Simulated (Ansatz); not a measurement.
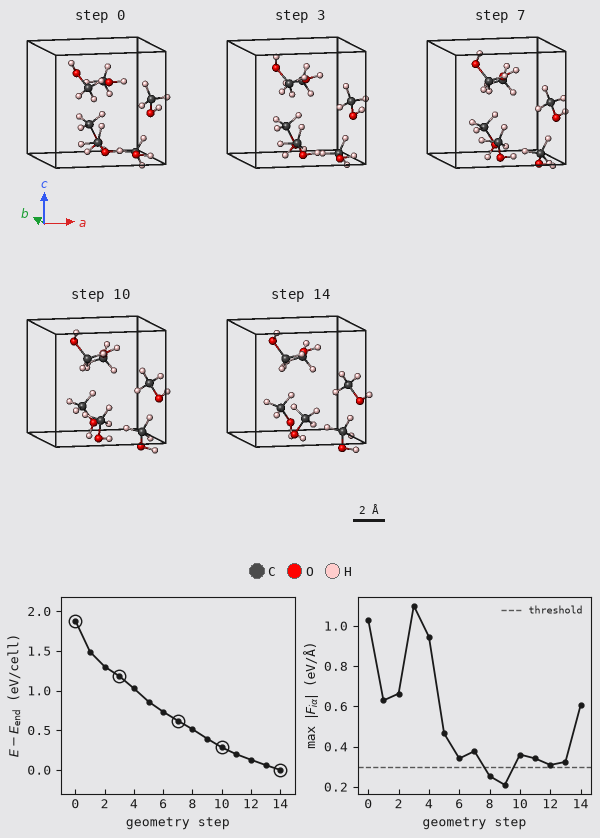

Frames of a relaxation of an amorphous cell of composition H$_{4}$CO, marked on the history of the run. Style: ball-and-stick. Shown: the cell of the calculation, slightly off an axis.

The cell holds 6 CH3OH. The run prepares the start of a later molecular dynamics calculation, from a guessed geometry.

Computed with DFT r2SCAN-D3(BJ), scalar-relativistic, plane waves, PAW (Ansatz 0.2.0). (plane-wave cutoff 500 eV; k-point mesh 1 × 1 × 1; occupations fermi dirac; smearing width 0.05 eV; no spin polarisation; atoms relaxed in a fixed cell; force threshold 0.3 eV/Å; at most 15 steps)

### Describe the path.

The relaxation stopped without meeting its thresholds, so the last structure isn't shown to be converged. It used up its limit of 15 steps. The energy falls by 1.881 eV per cell of the calculation in 14 geometry steps. The largest force component goes from 1 to 0.61 eV/Å. The forces were under the threshold at step 8, but the run went on from there. The atom that moves furthest is an H atom (1.38 Å along [3 1 3]). Largest moves by element: H 1.38 Å, O 1.22 Å, C 0.80 Å. The cell stays as it was. Some distances before and after: C–O 1.423 → 1.438 Å, C–H 1.090 → 1.104 Å, H–O 0.970 → 0.981 Å, H–O 0.970 → 0.959 Å. Bond angles that change, for instance: C–O–H 107.4° → 110.8°, O–C–H 112.3° → 109.1°, O–C–H 106.3° → 109.0°. The run took 9.2 min on 1 thread of Arm Neoverse V1, on a shared host, peak memory 1 GiB. From step 0 to 3: an H atom moves most (0.58 Å), energy −0.699 eV per cell of the calculation. From step 3 to 7: an H atom moves most (0.67 Å), energy −0.561 eV per cell of the calculation. From step 7 to 10: an H atom moves most (0.55 Å), energy −0.336 eV per cell of the calculation. From step 10 to 14: an H atom moves most (0.78 Å), energy −0.284 eV per cell of the calculation.

```
step  E − E(0), meV/atom  largest force component, eV/Å
   0                0.00                         1.0302
   1              -10.90                         0.6292
   2              -16.08                         0.6632
   3              -19.42                         1.1001
   4              -23.73                         0.9453
   5              -28.34                         0.4652
   6              -31.90                         0.3409
   7              -35.02                         0.3774
   8              -38.00                         0.2535
   9              -41.29                         0.2097
  10              -44.36                         0.3604
  11              -46.76                         0.3411
  12              -48.69                         0.3087
  13              -50.55                         0.3240
  14              -52.26                         0.6058
```

Limits of the set-up: the periodic images lie only 7.4 Å apart, so the values are limited by the cell's size.
